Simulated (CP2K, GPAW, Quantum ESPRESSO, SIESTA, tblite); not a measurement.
# SIESTA runs on amorphous carbon (160 atoms), part 2 of 2

Aim: run amorphous carbon (160 atoms) in SIESTA and see how near its forces come to a plane-wave reference, and at what cost.

Program: SIESTA 5.4.2; the method stands at each step. Banners, paths, timers and routine set-up lines are dropped from the logs unmarked, and long logs keep their key lines alone; longer cuts are marked. The potentials were converted by us to PSML.

So far. Step 2 (PBE, DZP, shift 0.01 Ry, mesh 300 Ry): Forces lie 15 % from the reference's, at 0.66 times its CPU time. Step 3 (PBE, SZ, shift 0.01 Ry, mesh 300 Ry): Against the first run (15 %), the force difference from the reference is 51 %, at 0.22 times the CPU time (on 1 against 4 cores), with 640 basis functions against 2080: the smaller basis costs accuracy.

## (4) PBE, DZP, shift 0.01 Ry, mesh 150 Ry

Method: Kohn-Sham DFT, PBE, PseudoDojo 0.4.1 norm-conserving pseudopotentials (converted to PSML), numerical atomic orbitals (DZP), diagonalisation.

input.fdf

```
SystemLabel cell
NumberOfAtoms 160
NumberOfSpecies 1
%block ChemicalSpeciesLabel
  1 6 C
%endblock ChemicalSpeciesLabel
LatticeConstant 1.0 Ang
%block LatticeVectors
  12.34060 0.00000 0.00000
  0.00000 12.34060 0.00000
  0.00000 0.00000 12.34060
%endblock LatticeVectors
PAO.BasisSize DZP
PAO.EnergyShift 0.01 Ry
XC.Functional GGA
XC.Authors PBE
MeshCutoff 150 Ry
%block kgrid_Monkhorst_Pack
  1 0 0 0.0
  0 1 0 0.0
  0 0 1 0.0
%endblock kgrid_Monkhorst_Pack
SolutionMethod diagon
OccupationFunction FD
ElectronicTemperature 580 K
SCF.Mixer.Method Pulay
SCF.Mixer.Weight 0.05
SCF.Mixer.History 8
SCF.Mix Hamiltonian
MaxSCFIterations 300
SCF.DM.Tolerance 1e-04
SCF.H.Tolerance 1.0e-3 eV
WriteForces T
Write.HirshfeldPop T
Write.VoronoiPop T
Write.DM F
Write.H F
XML.Write F
AtomicCoordinatesFormat Fractional
%block AtomicCoordinatesAndAtomicSpecies
[... 160 atom lines left out: the same atoms as in the first run ...]
%endblock AtomicCoordinatesAndAtomicSpecies
```

On the command line:

```sh
$ OMP_NUM_THREADS=1 mpirun -np 4 siesta < input.fdf > output.txt
```

The program printed:

```text
Version         : 5.4.2
reinit: System Name:
reinit: System Label: cell
initatom: Reading input for the pseudopotentials and atomic orbitals ----------
Species number:   1 Atomic number:    6 Label: C
Ground state valence configuration (from tables):   2s02  2p02  3d00  4f00
---- Processing specs for species: C
GGA--PBE XC_GGA_X_PBE--XC_GGA_C_PBE pb
C pseudopotential only contains V_ls up to l=1 -- lmxkb reset.
Using PAO.SplitTailNorm
%block ChemicalSpeciesLabel
    1    6 C                       # Species index, atomic number, species label
[... lines left out ...]
stepf: Fermi-Dirac step function
        iscf     Eharris(eV)        E_KS(eV)     FreeEng(eV)     dDmax    Ef(eV) dHmax(eV)
[... lines left out ...]
SCF Convergence by DM+H criterion
[... lines left out ...]
SCF cycle converged after 25 iterations
[... lines left out ...]
   Max   10.860634
[... lines left out ...]
   Max   10.860634    constrained
Stress tensor Voigt[x,y,z,yz,xz,xy] (kbar):       65.24       70.09       15.30       19.63        8.62       -3.11
[... lines left out ...]
siesta: FreeEng =    -26016.801258
[... lines left out ...]
siesta:       Kinetic =   17399.974863
siesta:       Hartree =   14319.178820
siesta:         Exch. =   -8340.758315
siesta:         Corr. =    -797.211887
siesta:   Exch.-corr. =   -9137.970202
siesta:  Ion-electron =  -44595.994498
siesta:       Ion-ion =   -4001.587788
siesta:         Total =  -26016.398805
siesta:         Fermi =      -4.857902
siesta: Stress tensor (static) (eV/Ang**3):
siesta:     0.040718   -0.001942    0.005377
siesta:    -0.001942    0.043746    0.012249
siesta:     0.005377    0.012249    0.009551
siesta: Cell volume =       1879.355013 Ang**3
siesta: Pressure (static):
siesta:                Solid            Molecule  Units
siesta:          -0.00034131         -0.00012268  Ry/Bohr**3
siesta:          -0.03133796         -0.01126372  eV/Ang**3
siesta:         -50.20894261        -18.04646327  kBar
    Orbital volume contribution        =          60.752364 eV
    (Free)E + p_basis*V_orbitals       =      -25956.048894 eV
    (Free)Eharris+ p_basis*V_orbitals  =      -25956.048895 eV
Hirshfeld Atomic Populations:
Atom #   charge [q] valence [e]  Species
     1     0.022215    3.977785  C
     2    -0.003331    4.003331  C
     3     0.005297    3.994703  C
[...]
--------------------
 Total    -0.000048
Voronoi Atomic Populations:
Atom #   charge [q] valence [e]  Species
[...]
159     0.026880    3.973120  C
   160    -0.003194    4.003194  C
--------------------
 Total    -0.000049
```

Elapsed: 1.7 min, on 4 MPI ranks of Arm Neoverse V1, shared host; peak memory 1.7 GiB; 6.7 min of CPU time.

Compared with the plane-wave run:

```
r.m.s. force component                          : 2.148 eV/Å
r.m.s. difference of force components           : 294 meV/Å
longest difference of force vectors             : 1169 meV/Å
force difference over r.m.s. force              : 14.56 %
slope of forces against the reference's         : 1.055
correlation of force components                 : 0.9919
pressure                                        : -5.021 GPa
pressure difference                             : 5.089 GPa
energy less the same-level run's                : 0.2323 meV/atom
r.m.s. force difference from the same-level run : 0.755 meV/Å
```

This is a coarse setting, run to see what it loses.

Against the first run (15 %), the force difference from the reference is 15 %, at 0.49 times the CPU time: the change moves forces by 0.76 meV/Å r.m.s., so most of the difference comes from elsewhere.

## (5) The ladder

Differences are against the plane-wave reference, forces as r.m.s. over components; share is that over the reference's r.m.s. force, slope the least-squares factor from reference forces to these. Total energies of different programs have different zeros and aren't compared.

```
                                                 run  Δ force, r.m.s. (meV/Å)  share (%)  slope  Δ pressure (GPa)  cores  CPU time  memory (GiB)
                                           reference                        -          -      -                 -      4    21 min           7.0
         SIESTA PBE, DZP, shift 0.01 Ry, mesh 300 Ry                      294       14.6  1.055              5.09      4    14 min           2.7
 SIESTA PBE, SZ, shift 0.01 Ry, mesh 300 Ry (coarse)                     1032       51.1  1.190              24.2      1     3 min          0.94
SIESTA PBE, DZP, shift 0.01 Ry, mesh 150 Ry (coarse)                      294       14.6  1.055              5.09      4   6.7 min           1.7
```

Rows marked coarse were listed beforehand as settings not expected to be converged; some can still land near the reference.

CPU time is summed over cores on a shared host, where runs went side by side, so it is rough. Symmetry, cutoffs, thresholds, outputs and thread counts weren't matched or tuned between programs; memory under MPI is the largest rank's times the ranks.

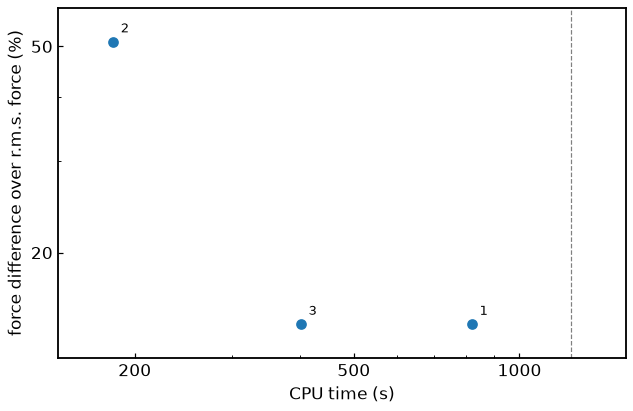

Force difference against CPU time; the dashed line marks the reference's time. Points: 1 SIESTA PBE, DZP, shift 0.01 Ry, mesh 300 Ry; 2 SIESTA PBE, SZ, shift 0.01 Ry, mesh 300 Ry; 3 SIESTA PBE, DZP, shift 0.01 Ry, mesh 150 Ry.

Within one program, basis, potentials and functional, energies share a zero. Each run against its twin at the usual cutoff or grid and solver:

```
                                        run                             twin  Δ energy (meV/atom)  Δ force, r.m.s. (meV/Å)  CPU time over the twin's
SIESTA PBE, DZP, shift 0.01 Ry, mesh 150 Ry  DZP, shift 0.01 Ry, mesh 300 Ry                0.232                    0.755                      0.49
```

A second geometry, displaced anew (every atom was moved at random, 0.08 Å r.m.s. a Cartesian component), gives an energy difference that all programs can be tested on. The reference puts it at 180.2 meV/atom.

```
                                        run  energy less the first geometry's (meV/atom)  error (meV/atom)  force share at the second geometry (%)
SIESTA PBE, DZP, shift 0.01 Ry, mesh 300 Ry                                        198.8              18.6                                    17.6
 SIESTA PBE, SZ, shift 0.01 Ry, mesh 300 Ry                                        232.3              52.0                                    51.6
SIESTA PBE, DZP, shift 0.01 Ry, mesh 150 Ry                                        198.8              18.6                                    17.6
```

## (6) What came out

| Quantity | Value |
| --- | --- |
| nearest in forces | a tie at 15 % of 2 runs: SIESTA PBE, DZP, shift 0.01 Ry, mesh 300 Ry; SIESTA PBE, DZP, shift 0.01 Ry, mesh 150 Ry (coarse) |

**Reading.** The PBE run in local orbitals, coarse settings apart, differs by 15 % (SIESTA PBE, DZP, shift 0.01 Ry, mesh 300 Ry); basis, grid and potentials can all enter. Runs with settings chosen to be coarse differ by 15 % (SIESTA PBE, DZP, shift 0.01 Ry, mesh 150 Ry) to 51 % (SIESTA PBE, SZ, shift 0.01 Ry, mesh 300 Ry), their programs' other errors included. Of the electronic-structure runs that take under half the reference's CPU time, SIESTA PBE, DZP, shift 0.01 Ry, mesh 150 Ry comes nearest, at 15 % in 6.7 min against 21 min; its pressure misses by +5.1 GPa. In pressure, SIESTA PBE, SZ, shift 0.01 Ry, mesh 300 Ry misses by +24.2 GPa, at the same functional. The energy difference between the two geometries, 180 meV/atom in the reference, is met best by SIESTA PBE, DZP, shift 0.01 Ry, mesh 300 Ry (+18.6) and SIESTA PBE, DZP, shift 0.01 Ry, mesh 150 Ry (coarse) (+18.6) and worst by SIESTA PBE, SZ, shift 0.01 Ry, mesh 300 Ry (coarse) (+52). Forces of 2.0 eV/Å r.m.s. are well above thermal ones: they come largely from the bond lengths of the classical model and from the random displacements, and they dominate the comparison. The reference's pressure holds the uncorrected Pulay stress of its 45 Ry basis, so small pressure differences, and their order, may be the reference's own error. The quench rate of 500 K/ps is many orders above laboratory rates, so the cell is likely richer in defects and strain than a real sample. The network of bonds at the start is that of the classical potential that made the cell, and needn't be the one that DFT or experiment would give. The reference's stress is far from hydrostatic: its diagonal is -11.1, -12.1, -7.1 GPa, compression counted positive. The electronic-structure runs sample only Γ, in a cell whose shortest periodic width is 12 Å, which is coarse for a cell with partly filled levels.

[Also dropped from logs without a mark: logging warnings of Python, and SIESTA's first energy breakdown and zero terms.]

[Logs are printed without paths, hosts, clocks, repeated set-up lines and the standing remarks that a program may print on its own settings, such as how far it seeks lower states.]

[Hosts, paths, dates, database ids (printed as entryN), source tags and the programs' standing remarks are cut or masked in the printed files.]
